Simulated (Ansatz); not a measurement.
```xyz
4
Lattice="3.8878 0.0000 0.0000 0.0000 3.8878 0.0000 0.0000 0.0000 5.3986" Properties=species:S:1:pos:R:3 pbc="T T T"
Ti    1.9439    1.9439    2.6993
Mn    0.0000    0.0000    0.0000
S     1.9439    0.0000    4.0598
S     0.0000    1.9439    1.3387
```

Space group P-4m2; a structure generated by program, which may or may not match a known phase; spin-polarised.

The calculation used DFT PBE, scalar-relativistic, plane waves, PAW (Ansatz 0.2.0).

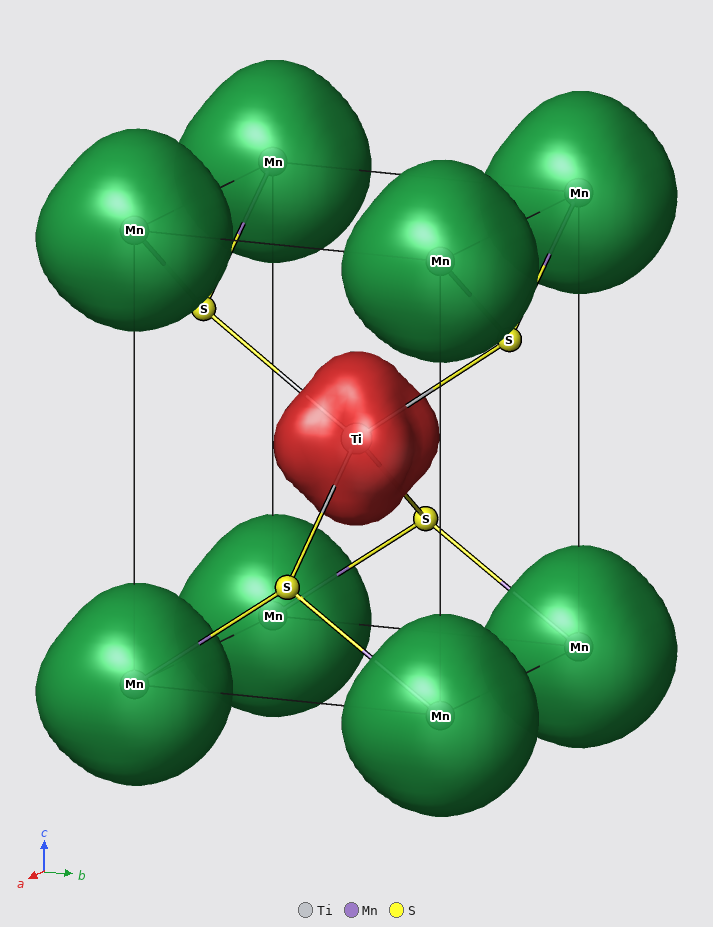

TiMnS$_{2}$. Isosurfaces of the spin density (up minus down) at +0.08 (green) and −0.08 e/Å³ (red), seen at an oblique angle. Sticks mark near contacts.

Core electrons are frozen (PAW), and the valence fields are smoothed inside the atomic spheres.

Describe the spin distribution.

The spin density sits on Mn: +3.6 μB in one cell of 4 atoms, with smaller moments on other sites: Ti (up to −0.78 μB): parallel moments on the main sites in this solution. The cell of the calculation (4 atoms) carries 3.0 μB of net spin moment.
